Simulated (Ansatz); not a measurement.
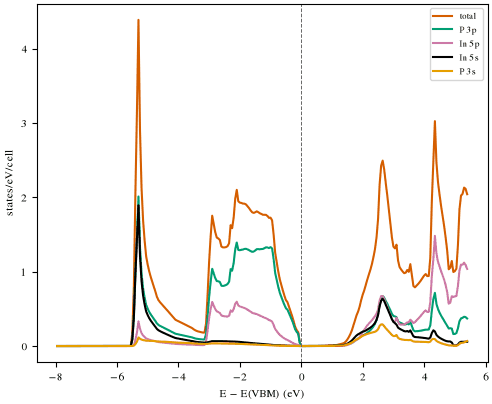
Figure: Total and projected density of states of InP (zinc blende, F-43m), PBE (plane waves, PAW; program Ansatz)

Q: Which orbitals carry the states next to the gap?

A: Top 1 eV of the valence band: P 3p 80 %, In 5p 17 %. Bottom 1 eV of the conduction band: In 5s 38 %, P 3p 27 %, P 3s 26 %, In 5p 7 %. Projections are on Löwdin-orthogonalised atomic valence shells; empty p or d shells of many metals are not among them.

Q: Where is the tallest occupied peak in this window, and what makes it?

A: Near -5.3 eV, about 4.4 states/eV per cell; the largest projected share is P 3p.

The cell was relaxed with PBE under the symmetry of its start; of distortions, only those at the zone centre were tested. Spin–orbit coupling is left out wherever it is not named.

Potentials: the later of the program's two PAW sets.
